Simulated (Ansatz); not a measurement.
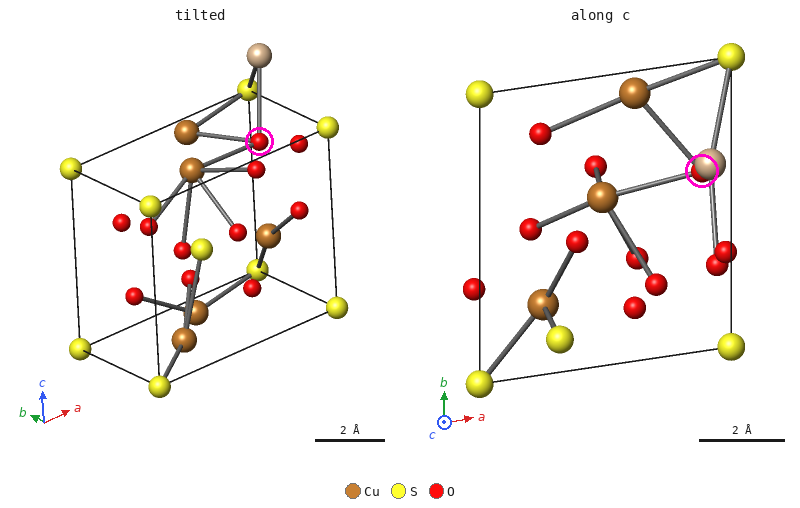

Shown here is a ball-and-stick view of the crystal, taken slightly off an axis and along the c axis. The frame is the simulation cell; atoms at its boundary are shown with their periodic copies. The neighbours of the ringed atom that lie outside the box are added in fainter colours.

Bonding distances used: Cu–O up to 2.57 Å, Cu–S up to 3.08 Å (cut-off distances).

The composition is Cu$_{2}$SO$_{5}$.

> Is this a crystalline arrangement?

No. The atoms show no order inside the cell (space group P1); it is a periodic model of a disordered solid.

> What element is marked by the ring, and how is it coordinated?

It is an oxygen atom, bonded to three Cu in a trigonal pyramidal arrangement at about 2.5 Å.

The geometry is that of a made-up disordered cell, without relaxation. It was run through Ansatz as a DFT input.

At this level of theory the cell isn't at rest (forces up to 2.0 eV/Å), so its distances can differ from those at equilibrium, the more so the softer the solid.
